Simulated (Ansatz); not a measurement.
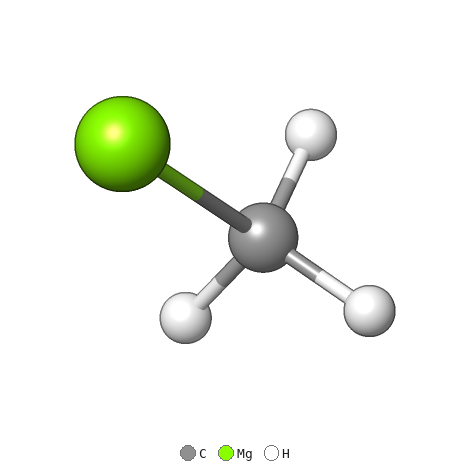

A ball-and-stick model of a molecule. Every bond is drawn as one stick, whatever its order.

Charge 0, doublet.

Give the formula.

Answer. CH₃Mg, 5 atoms: 1 carbon, 3 hydrogen and 1 magnesium.

How many atoms are distinct by symmetry?

Answer. 3: 1 C, 1 Mg, 3 H.

Count the bonded pairs by element.

Answer. 3 C–H, 1 C–Mg. Sticks follow a distance rule.

More results for the same structure follow; atom numbers are the same in all pictures, views and colours differ. Computed geometry: PBE0-D4/def2-TZVP optimisation. No frequency run is at hand to confirm it as a minimum.

## Electronic properties

No frequency run is at hand to confirm it as a minimum. Properties computed with UHF-CCSD(T), frozen core/def2-TZVPP (Ansatz 0.2.0).

What does the calculation give?

- ⟨S²⟩ of the determinant: 0.762
- T1 diagnostic: 0.011

## Dipole moment

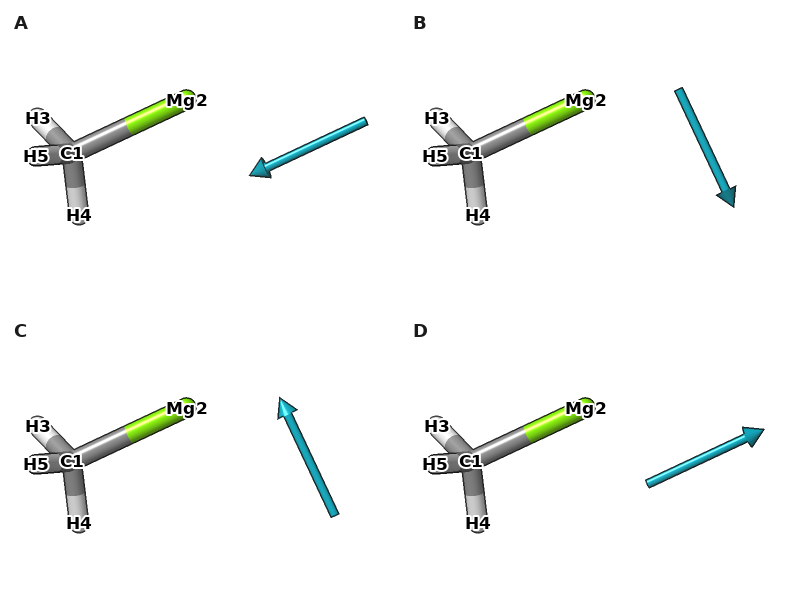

The same molecule four times, each with an arrow. No frequency run is at hand to confirm it as a minimum. Method: UKS PBE0-D4/def2-TZVP (Ansatz 0.2.0).

Which arrow points along the dipole moment, from the negative to the positive end?

Answer. D. The dipole moment is 0.77 D; it points from the side of H3, H4, H5 to the side of Mg2 (the outermost atoms at the two ends).

## Charges

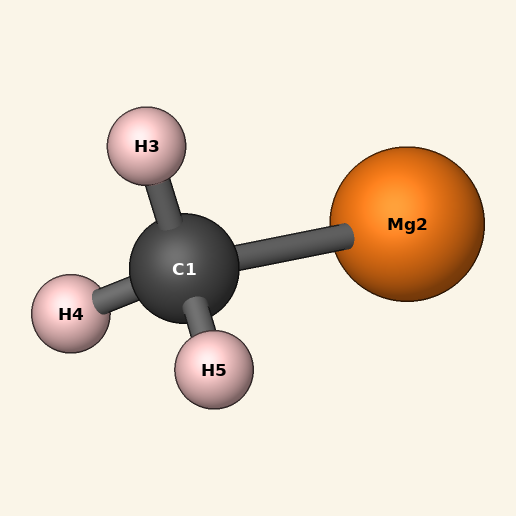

The questions are on Mulliken charges. No frequency run is at hand to confirm it as a minimum. Method: UKS PBE0-D4/def2-TZVP (Ansatz 0.2.0).

Give the Mulliken charges atom by atom.

```csv
atom,value (e)
C1,−0.79
Mg2,0.38
H3,0.14
H4,0.14
H5,0.14
```

Mulliken values depend strongly on the basis set and can even reverse the polarity of a bond.
